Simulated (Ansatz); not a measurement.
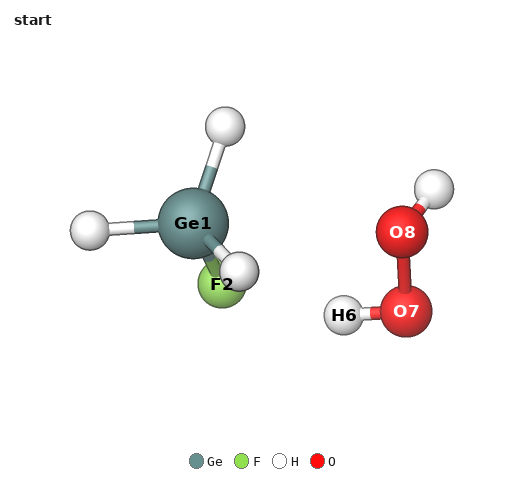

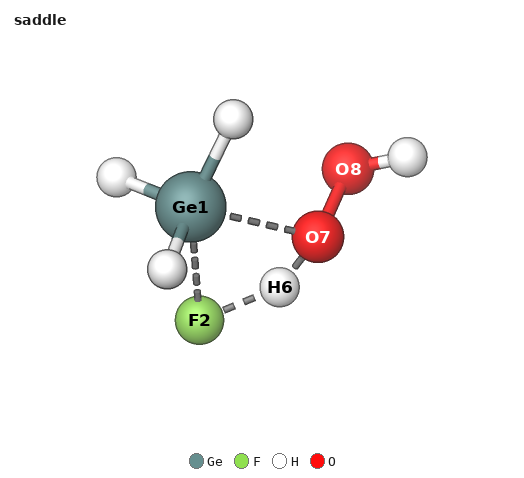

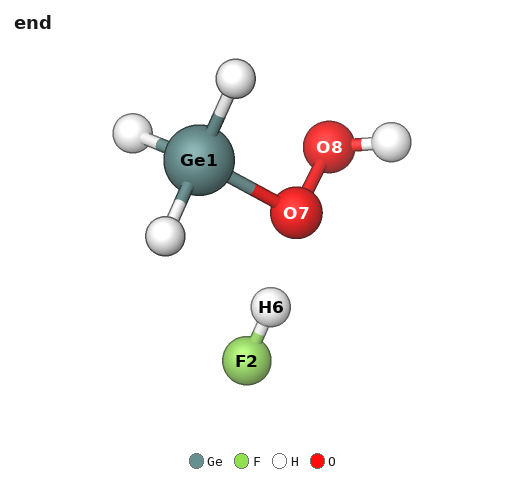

A saddle point and the two end points reached downhill from it. Broken sticks mark bonds that form or break. The species is neutral and a spin singlet. Geometries: PBE0-D4/def2-TZVP; all other levels are single points on them, and energies count from the start as drawn. Program: Ansatz 0.2.0. In CBS estimates cores are frozen, and CCSD(T) − MP2 is taken in the smaller basis.

Q: Which bonds form and which break from start to end?

A: Formed: Ge1–O7, F2–H6; broken: Ge1–F2, H6–O7. At the saddle point Ge1···O7 is 2.06 Å, F2···H6 is 1.29 Å, Ge1···F2 is 2.07 Å, H6···O7 is 1.09 Å.

Give the electronic barrier and the reaction energy from start to end in kcal/mol (no zero-point energy) with CCSD(T)/CBS (MP2 limit from def2-TZVPP and def2-QZVPP plus CCSD(T) − MP2).

```
                                                                    level  barrier  reaction energy
CCSD(T)/CBS (MP2 limit from def2-TZVPP and def2-QZVPP plus CCSD(T) − MP2)     29.8             +4.8
```
